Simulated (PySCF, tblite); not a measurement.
# C₃H₉B₂ClO: geometry, infrared bands and NMR shifts

Aim: predict the infrared bands and NMR shifts of C₃H₉B₂ClO (`BCB(Cl)COC`).

Programs: tblite 0.8.0 and PySCF 2.14.0, with density-fitted response routines of our own. Each step states its level of theory. These are calculated values for one molecule in the gas phase, unless marked as measured. Atoms count from 0, in the outputs and in this text.

## Step 1: The molecule as given

16 atoms, charge 0, multiplicity 1; geometry from: force field or distance geometry start.

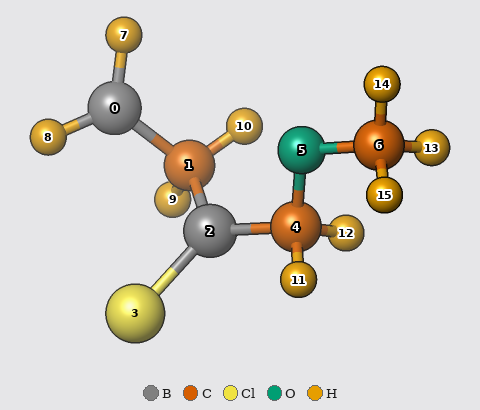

The starting geometry (boron grey, carbon orange, chlorine yellow, oxygen teal, hydrogen amber), atoms numbered.

## Step 2: Optimising the geometry with GFN2-xTB

The job: settings as JSON, then the geometry in Å.

```
{"job": {"kind": "relax", "xc": "GFN2-xTB", "basis": "xTB"}, "charge": 0, "multiplicity": 1}
B     -2.474900     1.056000     0.427500
C     -1.735100     0.251200    -0.719900
B     -0.826000    -0.907400    -0.063600
Cl    -1.642600    -2.333600     0.759800
C      0.748900    -0.852700    -0.182100
O      1.214800     0.304300     0.465200
C      2.623000     0.376400     0.339800
H     -2.277100     2.220100     0.566400
H     -3.256000     0.511800     1.134200
H     -2.477300    -0.205300    -1.395400
H     -1.089400     0.944300    -1.285200
H      1.163800    -1.773700     0.280200
H      1.001100    -0.828400    -1.262600
H      2.932700     0.457800    -0.725600
H      2.976400     1.291500     0.870400
H      3.110200    -0.503400     0.832600
```

Launch:

```bash
$ OMP_NUM_THREADS=1 python probes_run.py task.json out
```

The driver reads the jobs from task.json and runs them one after another.

Output:

```text
step      E/eV     max force
  0    -600.85993    1.974
  1    -601.00849    1.414
  2    -601.10826    0.399
  3    -601.11950    0.330
  4    -601.13275    0.180
  5    -601.13569    0.168
  6    -601.14020    0.120
  7    -601.14206    0.099
  8    -601.14420    0.105
  9    -601.14586    0.110
 10    -601.14792    0.109
 11    -601.14984    0.107
 12    -601.15164    0.102
 13    -601.15314    0.101
 14    -601.15438    0.075
 15    -601.15532    0.067
 16    -601.15597    0.057
 17    -601.15654    0.074
 18    -601.15728    0.071
 19    -601.15828    0.101
 20    -601.15946    0.110
 21    -601.16063    0.095
 22    -601.16173    0.110
 23    -601.16291    0.103
 24    -601.16430    0.133
 25    -601.16575    0.116
 26    -601.16707    0.082
 27    -601.16835    0.083
 28    -601.16990    0.117
 29    -601.17197    0.144
 30    -601.17462    0.163
 31    -601.17767    0.141
 32    -601.18101    0.177
 33    -601.18484    0.239
 34    -601.18940    0.235
 35    -601.19415    0.179
 36    -601.19212    0.238
 37    -601.19950    0.130
 38    -601.20111    0.098
 39    -601.20328    0.081
 40    -601.20639    0.115
 41    -601.20919    0.134
 42    -601.21196    0.111
 43    -601.21397    0.109
 44    -601.21594    0.121
 45    -601.21828    0.163
 46    -601.22047    0.187
 47    -601.22317    0.136
 48    -601.22542    0.114
 49    -601.22727    0.137
 50    -601.22976    0.187
 51    -601.23391    0.203
 52    -601.23783    0.128
 53    -601.24016    0.113
 54    -601.24027    0.180
 55    -601.24239    0.094
 56    -601.24340    0.078
 57    -601.24551    0.067
 58    -601.24671    0.072
 59    -601.24779    0.076
 60    -601.24862    0.070
 61    -601.24968    0.065
 62    -601.25071    0.069
 63    -601.25136    0.049
 64    -601.25173    0.051
 65    -601.25206    0.049
 66    -601.25254    0.049
 67    -601.25313    0.068
 68    -601.25376    0.067
 69    -601.25430    0.055
 70    -601.25489    0.057
 71    -601.25579    0.070
 72    -601.25702    0.068
 73    -601.25802    0.062
 74    -601.25860    0.051
 75    -601.25920    0.068
 76    -601.25981    0.055
 77    -601.26058    0.046
 78    -601.26177    0.062
 79    -601.26236    0.065
 80    -601.26295    0.055
 81    -601.26336    0.051
 82    -601.26378    0.056
 83    -601.26421    0.060
 84    -601.26466    0.051
 85    -601.26512    0.055
 86    -601.26563    0.077
 87    -601.26621    0.065
 88    -601.26673    0.075
 89    -601.26713    0.045
 90    -601.26747    0.052
 91    -601.26793    0.061
 92    -601.26858    0.070
 93    -601.26935    0.062
 94    -601.26989    0.055
 95    -601.27022    0.078
 96    -601.27067    0.046
 97    -601.27097    0.046
 98    -601.27134    0.031
 99    -601.27151    0.024
100    -601.27164    0.025
101    -601.27173    0.020
102    -601.27183    0.018
103    -601.27194    0.025
104    -601.27202    0.020
105    -601.27211    0.023
106    -601.27216    0.016
107    -601.27221    0.014
108    -601.27224    0.015
109    -601.27228    0.016
110    -601.27233    0.018
111    -601.27240    0.022
112    -601.27249    0.027
113    -601.27262    0.029
114    -601.27273    0.023
115    -601.27281    0.015
116    -601.27286    0.014
117    -601.27290    0.016
118    -601.27294    0.015
119    -601.27297    0.013
120    -601.27300    0.014
121    -601.27305    0.014
122    -601.27310    0.018
123    -601.27315    0.019
124    -601.27319    0.012
125    -601.27322    0.009
```

Run time: 3.7 s. Hardware: 1 thread of Intel Xeon at 2.50GHz, shared host; peak memory 0.18 GiB.

Relaxation path: (not every step is listed)

| step | energy from step 0 (eV) | largest force (eV/Å) |
| --- | --- | --- |
| 0 | 0.0000 | 1.9736 |
| 1 | -0.1486 | 1.4143 |
| 2 | -0.2483 | 0.3995 |
| 3 | -0.2596 | 0.3305 |
| 4 | -0.2728 | 0.1798 |
| 5 | -0.2758 | 0.1679 |
| 6 | -0.2803 | 0.1203 |
| 7 | -0.2821 | 0.0991 |
| 8 | -0.2843 | 0.1051 |
| 19 | -0.2984 | 0.1005 |
| 30 | -0.3147 | 0.1631 |
| 41 | -0.3493 | 0.1344 |
| 52 | -0.3779 | 0.1278 |
| 63 | -0.3914 | 0.0494 |
| 74 | -0.3987 | 0.0511 |
| 85 | -0.4052 | 0.0551 |
| 96 | -0.4107 | 0.0464 |
| 107 | -0.4123 | 0.0142 |
| 118 | -0.4130 | 0.0154 |
| 120 | -0.4131 | 0.0140 |
| 121 | -0.4131 | 0.0145 |
| 122 | -0.4132 | 0.0185 |
| 123 | -0.4132 | 0.0188 |
| 124 | -0.4133 | 0.0124 |
| 125 | -0.4133 | 0.0090 |

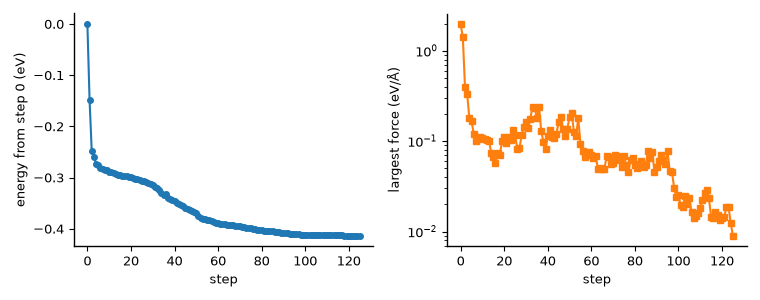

Energy and force, step by step.

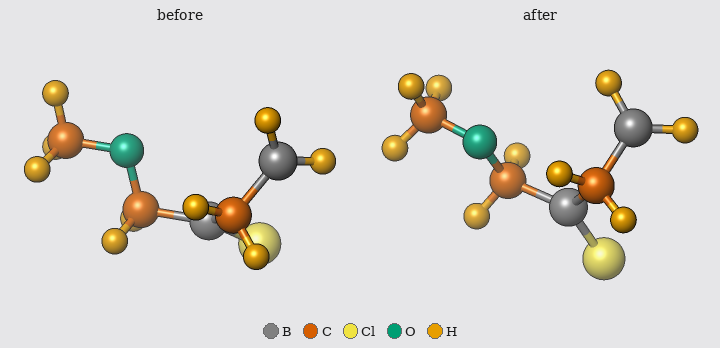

The geometry before (left) and after (right).

Distances of close pairs at the start and the end, largest changes first:

| bond | before (Å) | after (Å) | change (Å) |
| --- | --- | --- | --- |
| B2–Cl3 | 1.838 | 1.708 | -0.130 |
| C1–B2 | 1.612 | 1.573 | -0.039 |
| C6–H14 | 1.115 | 1.088 | -0.027 |
| C6–H15 | 1.120 | 1.098 | -0.022 |
| B0–H7 | 1.189 | 1.168 | -0.021 |
| B0–H8 | 1.186 | 1.169 | -0.017 |
| C6–H13 | 1.112 | 1.098 | -0.014 |
| B2–C4 | 1.580 | 1.594 | +0.014 |

The next job starts from the end point, and lists it.

## Step 3: Harmonic vibrations with GFN2-xTB

The job: settings as JSON, then the geometry in Å.

```
{"job": {"kind": "ir", "xc": "GFN2-xTB", "basis": "xTB"}, "charge": 0, "multiplicity": 1}
B     -2.221657     0.886383     0.698983
C     -1.766027     0.306014    -0.690336
B     -0.901017    -0.977234    -0.409133
Cl    -1.612596    -2.529647    -0.391296
C      0.654785    -0.885424    -0.073000
O      1.165041     0.427155    -0.221921
C      2.511387     0.539440     0.158404
H     -1.452688     1.467337     1.358378
H     -3.312904     0.715041     1.081319
H     -2.618247     0.081579    -1.329704
H     -1.115837     1.034593    -1.174195
H      0.821289    -1.224598     0.966073
H      1.240645    -1.579407    -0.701663
H      3.157038    -0.102699    -0.455231
H      2.792439     1.580642     0.011764
H      2.650750     0.269768     1.213490
```

Output:

```text
mode    cm-1     km/mol
  1      54.0      0.43
  2      64.7      9.34
  3      89.8      0.70
  4     121.4      2.87
  5     127.5      1.44
  6     172.8      0.67
  7     235.9      4.51
  8     248.0      0.99
  9     328.0      4.79
 10     386.6      8.71
 11     408.5      3.29
 12     650.7      6.26
 13     717.7      1.26
 14     770.8      0.27
 15     814.5     47.33
 16     851.4    111.84
 17     944.9     99.61
 18     974.5     46.98
 19    1001.1    123.37
 20    1061.9     58.94
 21    1081.9    328.68
 22    1115.8    145.85
 23    1134.2      2.91
 24    1139.2      3.29
 25    1162.3      3.57
 26    1190.4     87.02
 27    1204.4     28.77
 28    1316.5      4.95
 29    1407.3      2.73
 30    1444.1      0.57
 31    1460.0     19.24
 32    1471.0      5.62
 33    1491.7      2.67
 34    2645.5     91.33
 35    2685.2    111.55
 36    2788.8     41.81
 37    2834.7     56.84
 38    2884.5     58.10
 39    2909.3     58.06
 40    2993.5      1.78
 41    3008.5     32.66
 42    3025.5     23.07
```

It took 2.1 s on 1 thread of Intel Xeon at 2.50GHz, shared host; peak memory 0.18 GiB.

The strongest bands and the atoms that carry them (share of the mass-weighted mode):

| cm⁻¹ | km/mol | atoms |
| --- | --- | --- |
| 851 | 111.8 | B2 17 %, H7 14 %, C4 13 %, H9 12 % |
| 945 | 99.6 | C1 25 %, B0 21 %, H8 17 %, H10 13 % |
| 1001 | 123.4 | C1 18 %, C4 14 %, B2 12 % |
| 1082 | 328.7 | B2 33 %, O5 20 %, C1 17 %, C6 15 % |
| 1116 | 145.8 | H9 29 %, O5 27 %, C4 12 %, C6 11 % |
| 1190 | 87.0 | H8 38 %, H7 38 %, B0 19 % |
| 2646 | 91.3 | H8 65 %, H7 31 % |
| 2685 | 111.5 | H7 61 %, H8 27 %, B0 11 % |

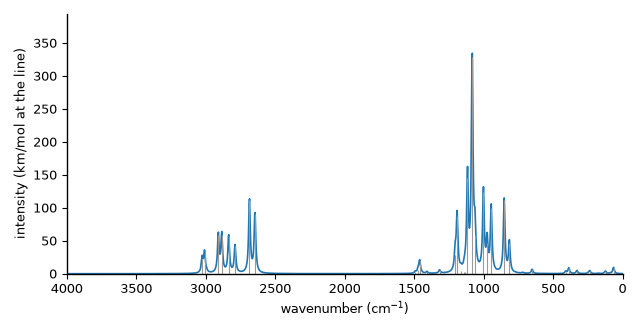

The infrared spectrum from these modes, unscaled. Lines are broadened to a width of 14 cm⁻¹ (Lorentzian).

## Step 4: NMR shieldings: PBE0/pcSseg-1

The job, as its differences from that of step 3:

```diff
@@ -1,2 +1,2 @@
-{"job": {"kind": "ir", "xc": "GFN2-xTB", "basis": "xTB"}, "charge": 0, "multiplicity": 1}
+{"job": {"kind": "nmr", "xc": "PBE0", "basis": "pcSseg-1"}, "charge": 0, "multiplicity": 1}
 B     -2.221657     0.886383     0.698983
```

Level: GIAO PBE0/pcSseg-1 NMR shielding, non-relativistic, gas phase.

Output:

```text
coarse grid: 13720 points
cycle   1  E = -704.2481926591  dE =  6.284e-01  |g| = 5.857e-01  |ddm| = 3.361e+00
cycle   2  E = -704.1924698796  dE =  5.572e-02  |g| = 8.123e-01  |ddm| = 1.203e+00
cycle   3  E = -704.3196359982  dE = -1.272e-01  |g| = 9.404e-02  |ddm| = 7.700e-01
cycle   4  E = -704.3211406342  dE = -1.505e-03  |g| = 3.118e-02  |ddm| = 8.388e-02
cycle   5  E = -704.3213445062  dE = -2.039e-04  |g| = 6.081e-03  |ddm| = 2.516e-02
cycle   6  E = -704.3213527536  dE = -8.247e-06  |g| = 1.861e-03  |ddm| = 6.992e-03
final grid: 127344 points
cycle   7  E = -704.3679381554  dE = -3.782e-05  |g| = 1.204e-02  |ddm| = 2.626e-02
cycle   8  E = -704.3679174174  dE =  2.074e-05  |g| = 1.618e-02  |ddm| = 1.742e-02
cycle   9  E = -704.3679672110  dE = -4.979e-05  |g| = 1.520e-03  |ddm| = 1.027e-02
cycle  10  E = -704.3679676750  dE = -4.640e-07  |g| = 2.623e-04  |ddm| = 1.459e-03
cycle  11  E = -704.3679676884  dE = -1.337e-08  |g| = 7.007e-05  |ddm| = 2.877e-04
cycle  12  E = -704.3679676894  dE = -1.058e-09  |g| = 2.352e-05  |ddm| = 8.864e-05
cycle  13  E = -704.3679676896  dE = -1.373e-10  |g| = 5.103e-06  |ddm| = 2.581e-05
converged SCF energy = -704.3679676896

GIAO shielding tensors (ppm)
atom      isotropic    diamagn.    paramagn.     s11        s22        s33       span
  0 B       12.162     191.752    -179.591    -59.926    -35.480    131.891    191.817
  1 C      132.472     255.844    -123.371     52.621    148.539    196.255    143.634
  2 B       27.543     189.395    -161.852    -35.585     19.509     98.706    134.291
  3 Cl     681.949    1148.323    -466.374    388.502    651.895   1005.450    616.948
  4 C      107.843     250.770    -142.927     79.746     86.281    157.503     77.758
  5 O      320.474     399.307     -78.833    296.623    321.471    343.328     46.706
  6 C      123.086     243.416    -120.330     92.539     94.100    182.620     90.082
  7 H       23.802      30.278      -6.476     15.521     26.704     29.180     13.659
  8 H       23.771      29.300      -5.529     16.390     26.571     28.353     11.963
  9 H       28.419      29.723      -1.304     26.258     27.023     31.977      5.718
 10 H       27.786      33.054      -5.268     23.870     29.031     30.457      6.587
 11 H       28.427      31.845      -3.418     24.859     27.814     32.607      7.748
 12 H       28.016      31.037      -3.021     24.101     27.304     32.644      8.543
 13 H       28.366      28.506      -0.140     24.928     25.931     34.239      9.311
 14 H       27.659      28.868      -1.209     23.650     25.337     33.988     10.338
 15 H       28.411      29.231      -0.820     24.891     26.121     34.221      9.331
```

Run time: 99 s. Hardware: 1 thread of Intel Xeon at 2.50GHz, shared host; peak memory 0.76 GiB.

The references, computed at this level on geometries of the same kind, shield at (ppm): ¹H TMS 31.72, ¹³C TMS 186.9, ¹⁷O H2O 336.1, ¹¹B BF3·OEt2 100.1, ³⁵Cl HCl 950. Their shielding less the atom's gives the shift. The references are single molecules in the gas phase, so shifts against H2O, NH3, PH3, H3PO4 or CFCl3 are not on the usual liquid scales and can be off by tens of ppm. Atoms listed in one row are averaged.

| atoms | environment | σ (ppm) | δ (ppm) | δ scaled to CDCl3 |
| --- | --- | --- | --- | --- |
| C4 | sp3 CH2 bonded to B and O | 107.8 | 79.1 | 75.3 |
| C6 | methyl carbon bonded to O | 123.1 | 63.8 | 60.4 |
| C1 | sp3 CH2 bonded to 2 B | 132.5 | 54.5 | 51.2 |
| H7, H8 | hydrogen on a boron bonded to C | 23.79 | 7.93 | – |
| H9, H10 | hydrogen on an sp3 CH2 bonded to 2 B | 28.10 | 3.61 | 3.51 |
| H13, H14, H15 | hydrogen on a methyl carbon bonded to O | 28.15 | 3.57 | 3.47 |
| H11, H12 | hydrogen on an sp3 CH2 bonded to B and O | 28.22 | 3.50 | 3.40 |
| B0 | boron bonded to C, 2 H | 12.2 | 87.9 | – |
| B2 | boron bonded to 2 C, Cl | 27.5 | 72.5 | – |
| Cl3 | chlorine bonded to B | 682 | 268 | – |
| O5 | ether oxygen | 320.5 | 15.6 | – |

The scaled column applies a straight-line fit of computed shieldings to shifts measured in CDCl3, with any fitted terms for Cl, Br or S neighbours (root-mean-square error 0.16 ppm for H, 1.9 ppm for C).

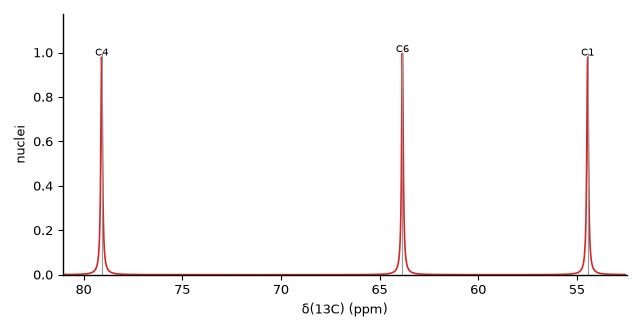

¹³C lines at the computed shifts, without couplings. Lines are broadened to a width of 0.10 ppm (Lorentzian).

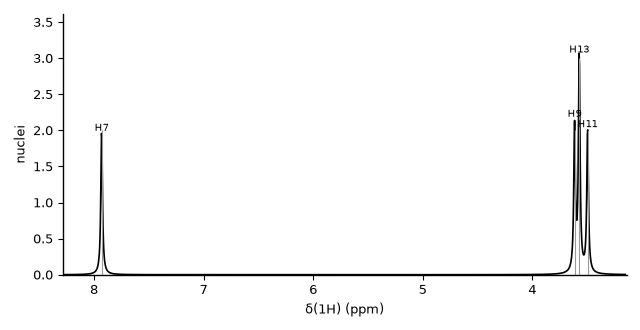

¹H lines at the computed shifts, without couplings. Lines are broadened to a width of 0.02 ppm (Lorentzian).

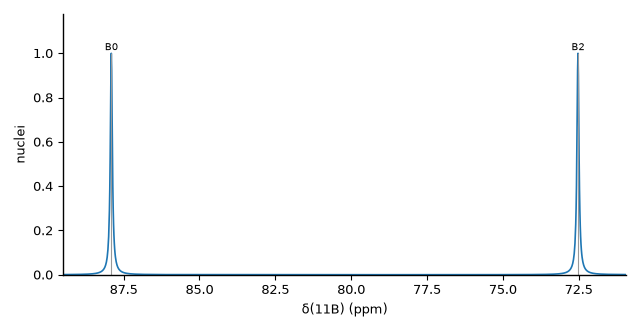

¹¹B lines at the computed shifts, without couplings. Lines are broadened to a width of 0.08 ppm (Lorentzian).

The run also stored atomic charges by several schemes (e):

| atoms | Mulliken | IAO | Hirshfeld | ESP fit |
| --- | --- | --- | --- | --- |
| B0 | 0.15 | 0.08 | 0.16 | 0.36 |
| C1 | -0.58 | -0.55 | -0.22 | -0.20 |
| B2 | 0.40 | 0.26 | 0.19 | 0.24 |
| Cl3 | -0.19 | -0.04 | -0.05 | -0.17 |
| C4 | -0.13 | -0.20 | -0.07 | 0.06 |
| O5 | -0.53 | -0.39 | -0.14 | -0.26 |
| C6 | -0.02 | -0.20 | -0.04 | -0.32 |

Hirshfeld charges:

B0 0.16; C1 -0.22; B2 0.19; Cl3 -0.05; C4 -0.07; O5 -0.14; C6 -0.04; H7 -0.06; H8 -0.06; H9 0.04; H10 0.05; H11 0.04; H12 0.03; H13 0.04; H14 0.05; H15 0.04

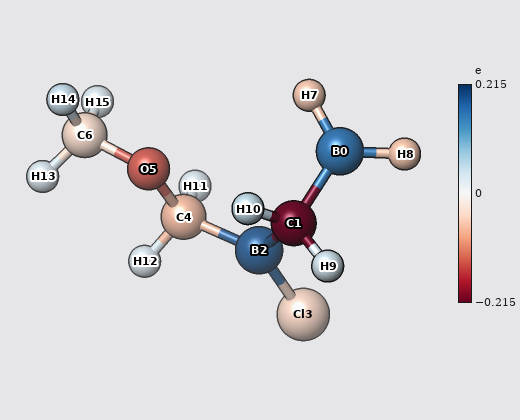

Hirshfeld charges, as colours on the atoms.

Mayer bond orders: B0–C1 1.00, C1–B2 1.04, B2–Cl3 1.18, B2–C4 1.01, C4–O5 0.89, O5–C6 0.94.

## Step 5: Results

| quantity | value |
| --- | --- |
| strongest single infrared mode (GFN2-xTB) | 1082 cm⁻¹, 329 km/mol |
| zero-point energy (GFN2-xTB) | 74.9 kcal/mol |
| ¹³C shifts against TMS (PBE0/pcSseg-1) | 79.1, 63.8, 54.5 ppm |
| ¹H shifts against TMS (PBE0/pcSseg-1, means over atoms taken as alike) | 7.93, 3.61, 3.57, 3.50 ppm |
| ¹¹B shifts against BF3·OEt2 (PBE0/pcSseg-1) | 87.9, 72.5 ppm |
| ³⁵Cl shifts against HCl (PBE0/pcSseg-1) | 268 ppm |
| ¹⁷O shifts against H2O (PBE0/pcSseg-1) | 15.6 ppm |

In words: The optimisation took 125 steps and gained 0.413 eV; among the close pairs (by a distance rule), B2–Cl3 changed most, from 1.838 to 1.708 Å. All 42 modes are real, so the xTB geometry is a minimum. The strongest single mode, at 1082 cm⁻¹, is spread over several atoms, B2, O5, C1, C6 among them. GFN2-xTB is a fitted tight-binding method: band positions and strengths are rough. Its intensities can rank the bands wrongly. C4 (sp3 CH2 bonded to B and O) lies farthest downfield among carbon, at 79.1 ppm; pulled downfield by the heteroatom. At PBE0/pcSseg-1: The widest tensor belongs to Cl3: span 617 ppm, with a paramagnetic part of -466 ppm.
